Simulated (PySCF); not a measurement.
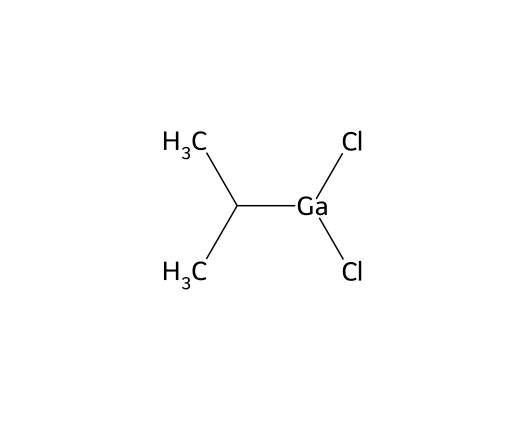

The picture comes from a calculation with PySCF.

2D structure.

> Transcribe the drawing into SMILES.

C[CH](C)[Ga]([Cl])[Cl]

> What is the molecular formula?

C3H7Cl2Ga.
